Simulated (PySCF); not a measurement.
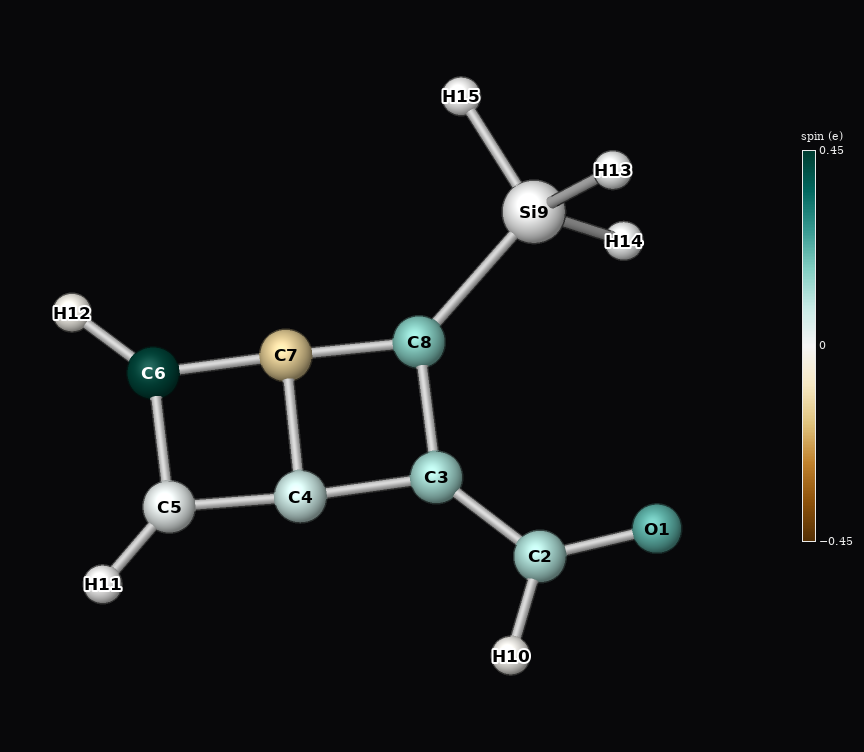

Atoms are coloured by their Mulliken spin populations. The species has charge −1 and is a spin doublet. The computed structure is the end point of a GFN2-xTB optimisation. No frequency run is at hand to confirm it as a minimum. Level of theory: UKS B3LYP, pcH-1 on C H O Si, non-relativistic (PySCF 2.14.0).

List the Mulliken spin populations.

```json
{"atom": "O1", "value (e)": "0.22"}
{"atom": "C2", "value (e)": "0.12"}
{"atom": "C3", "value (e)": "0.13"}
{"atom": "C4", "value (e)": "0.07"}
{"atom": "C5", "value (e)": "0.01"}
{"atom": "C6", "value (e)": "0.43"}
{"atom": "C7", "value (e)": "−0.15"}
{"atom": "C8", "value (e)": "0.17"}
{"atom": "Si9", "value (e)": "0.00"}
{"atom": "H10", "value (e)": "−0.01"}
{"atom": "H11", "value (e)": "0.00"}
{"atom": "H12", "value (e)": "−0.02"}
{"atom": "H13", "value (e)": "0.01"}
{"atom": "H14", "value (e)": "0.01"}
{"atom": "H15", "value (e)": "0.00"}
```

Mulliken values depend strongly on the basis set. The geometry is semi-empirical. Around Si such bond lengths and angles can be off by a tenth of an ångström or more and by several degrees, and values that hang on the shape move with them.
